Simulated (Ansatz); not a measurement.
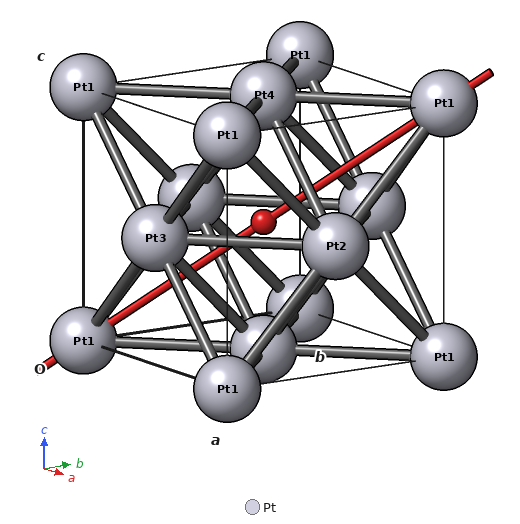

Crystal: Pt, coordinates from a relaxation with DFT PBE+D3(BJ), scalar-relativistic, plane waves, PAW in Ansatz 0.2.0. The coloured rod is the axis of a symmetry operation of the crystal, the small sphere its inversion point. Geometry calculated from the standardised cell; symmetry tolerance 0.002 Å.

a = 3.928 Å, b = 3.928 Å, c = 3.928 Å, α = 90.00°, β = 90.00°, γ = 90.00°.

| atom | x | y | z |
| --- | --- | --- | --- |
| Pt1 | 0.0000 | 0.0000 | 0.0000 |
| Pt2 | 0.0000 | 0.5000 | 0.5000 |
| Pt3 | 0.5000 | 0.0000 | 0.5000 |
| Pt4 | 0.5000 | 0.5000 | 0.0000 |

Take the operation x, y, z → −z+1, −x+1, −y+1.

Q: What kind of operation is it, and where does it lie?

A: It is a −3 rotoinversion axis with its inversion point at (1/2, 1/2, 1/2), along [1 1 1].

Q: Onto which atom does it carry each atom (up to whole multiples of a, b and c)?

A: Pt1 → Pt1, Pt2 → Pt3, Pt3 → Pt4, Pt4 → Pt2.
